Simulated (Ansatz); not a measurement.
| atom | x (Å) | y (Å) | z (Å) |
| --- | --- | --- | --- |
| Si | 0.0596 | -0.0019 | -0.1009 |
| Si | -0.0226 | 0.0084 | 2.2499 |
| H | -1.4438 | -0.1475 | 2.6868 |
| H | 0.7861 | -1.1071 | 2.8223 |
| H | 0.4933 | 1.3094 | 2.7709 |
| H | 1.4036 | 0.2206 | -0.6876 |
| O | -0.9133 | 1.1730 | -0.7530 |
| H | -1.8213 | 1.2385 | -0.4333 |
| F | -0.4542 | -1.4797 | -0.5698 |

All numbers below come from RKS B3LYP-D4/def2-SVP (Ansatz 0.2.0).

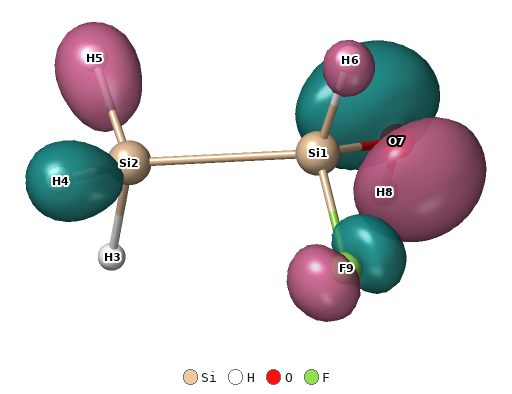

FH$_{5}$OSi$_{2}$. The HOMO−1 at ±0.15 Å⁻³ᐟ² (teal and pink are the two phases), seen from one side.

Question: What is the character of this orbital?

Answer: It lies mainly on O7 (about 60 %) and F9 (about 10 %). Its energy is −9.42 eV.
